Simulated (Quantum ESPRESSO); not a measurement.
## MnPt3: orders under uniaxial strain: factor along z 0.94, antiferro q=(0,1/2,1/2) +-

Quantum ESPRESSO 7.5; PBEsol; plane waves with GBRV 1.5 PBEsol potentials, no spin-orbit coupling.

The wavevector q is in fractions of the reciprocal vectors of the crystal's primitive cell, as the cells of these inputs are built from it; moments change sign between cells as cos(2π q·R).

File pw.in:

```
&CONTROL
  calculation = 'scf'
  prefix = 'pwscf'
  outdir = './tmp'
  pseudo_dir = './pseudo'
  disk_io = 'nowf'
  tprnfor = .true.
  tstress = .true.
/
&SYSTEM
  ibrav = 0
  nat = 8
  ntyp = 3
  ecutwfc = 40
  ecutrho = 280
  nbnd = 78
  occupations = 'smearing'
  smearing = 'fd'
  degauss = 0.00734986
  nspin = 2
  starting_magnetization(1) = 0.2333
  starting_magnetization(2) = -0.2333
  starting_magnetization(3) = 0
/
&ELECTRONS
  conv_thr = 1.6d-08
  electron_maxstep = 150
  mixing_beta = 0.3
/
ATOMIC_SPECIES
Mn1    54.9380 mn_pbesol_v1.5.uspp.F.UPF
Mn2    54.9380 mn_pbesol_v1.5.uspp.F.UPF
Pt    195.0840 pt_pbesol_v1.4.uspp.F.UPF
CELL_PARAMETERS bohr
   7.3699318860    0.0000000000    0.0000000000
   0.0000000000   14.7398637721    0.0000000000
   0.0000000000    7.3699318860    6.9277359729
ATOMIC_POSITIONS crystal
Mn1     0.0000000000    0.0000000000    0.0000000000
Mn2     0.0000000000    0.5000000000    0.0000000000
Pt      0.0000000000    0.0000000000    0.5000000000
Pt      0.0000000000    0.5000000000    0.5000000000
Pt      0.5000000000    0.7500000000    0.5000000000
Pt      0.5000000000    0.2500000000    0.5000000000
Pt      0.5000000000    0.2500000000    0.0000000000
Pt      0.5000000000    0.7500000000    0.0000000000
K_POINTS automatic
8 4 8 0 0 0
```

Run with:

```sh
$ OMP_NUM_THREADS=1 mpirun -n 2 pw.x -nk 2 -in pw.in > pw.out
```

Before running it: what should come out for the spin moment in the atom's sphere?

Opposed moments of equal size cancel, so the cell has no net moment. Symmetry leaves 4 kinds of site among the 8 atoms, and equivalent atoms carry values of equal size.

Spin moment in the atom's sphere by atom:

| atom | spin moment in the atom's sphere (μB) |
| --- | --- |
| Mn1 | 3.55 |
| Mn2 | -3.55 |

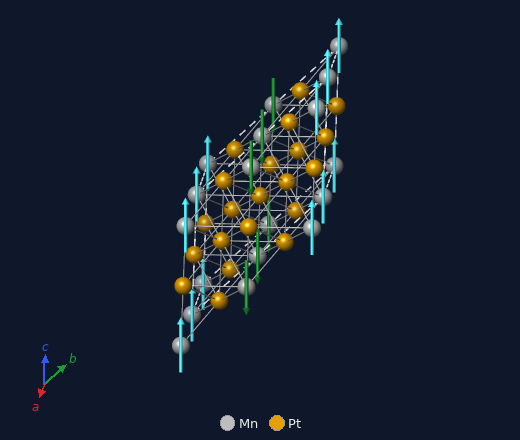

Spin moment in the atom's sphere as arrows, the longest 3.55 μB. Up and down stand for the sign. Arrows give size and sign along the axis of quantisation, drawn up and down the page. The two directions have two colours. 2×1×1 cells are drawn. Some periodic images of atoms are drawn too.

Numbers from this step:

| Item | Value |
| --- | --- |
| magnetization | 0 μB |
| absolute magnetization | 7.776 μB |
| final state | antiferromagnetic |

[Logs and program files are shortened in this print: banners, set-up blocks, solver, clock and traceback lines can be left out without a mark of their own.]

[Logs are printed without paths, hosts, clocks, repeated set-up lines and the standing remarks that a program may print on its own settings, such as how far it seeks lower states.]

[Hosts, paths, dates, database ids (printed as entryN), source tags and the programs' standing remarks are cut or masked in the printed files.]

[Where a cell is said to come from a database of computed structures, the database is the Materials Project.]
